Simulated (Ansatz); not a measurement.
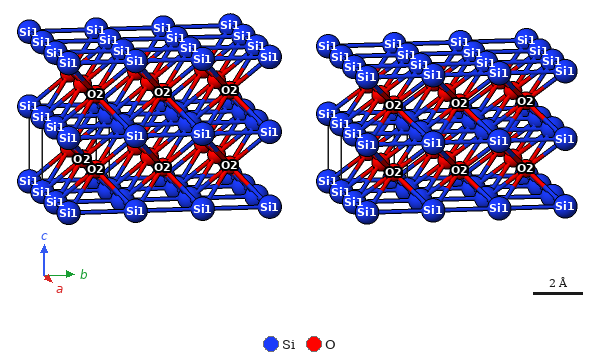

Two geometries of a crystal of SiO (a generated structure, set up in P4/mmm) (coarse preliminary run), drawn at one scale. One is the start of a relaxation, the other its converged end. The picture is a ball-and-stick view of the cell of the calculation, repeated 3 × 3 × 2 with one cell outlined, seen slightly off an axis.

All numbers below come from DFT PBE, scalar-relativistic, plane waves, PAW in Ansatz. (plane-wave cutoff 420 eV; k-point mesh 6 × 6 × 6; occupations gaussian; smearing width 0.1 eV; no spin polarisation; cell and atoms relaxed; force threshold 0.04 eV/Å; at most 70 steps)

Question: Which one is relaxed?

Answer: The right one is the relaxed one. No atom moves by more than 0.005 Å relative to the cell. The drawn cell changes as follows: a = b 2.840 → 2.801 Å (−1.4 %), c 3.153 → 2.845 Å (−9.8 %); the volume changes by −12.3 %. Near-neighbour distances that change, for instance: Si1–Si1 3.153 → 2.845 Å, Si1–O2 2.553 → 2.438 Å, Si1–Si1 (another image) 2.840 → 2.801 Å. The space group stays P4/mmm (No. 123). After 5 accepted moves (7 points after the start) the energy has fallen by 0.194 eV per cell of the calculation. All forces vanish by symmetry, so only the cell relaxes. The pressure goes from −13.46 to 0.06 GPa. At 2 points the geometry stayed and the basis and grid were re-selected for the new cell (energy shift of 4.7 meV per cell of the calculation at most each time).
